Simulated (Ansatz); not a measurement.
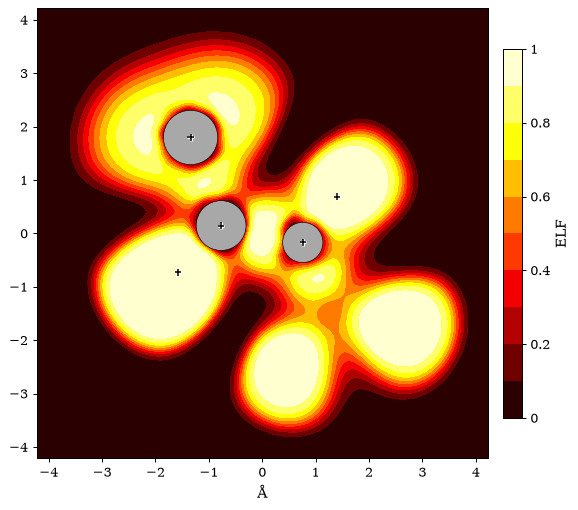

The electron localisation function on a plane through atoms (crosses mark nuclei in the plane; grey discs cover the cores).

Computed with Ansatz 0.2.0, RKS PBE0-D4/def2-TZVPP.

Candidates:
A. Al₃FH₅NO (SMILES [NH2][AlH][AlH][O][AlH][F])
B. C₂H₇GaGe (SMILES C=[CH][GaH][GeH3])
C. C₂H₅BCl₂ (SMILES CC(Cl)BCl)

Which candidate gave the map?

Answer. Candidate C: C₂H₅BCl₂ on the plane of atoms Cl5, B4 and H10, which holds C, B, Cl and H. C–B (1.56 Å): the ELF peaks at about 1 between the atoms (localised, covalent bonding). B–Cl (1.75 Å): the ELF peaks at about 0.90 between the atoms: a polar covalent bond.
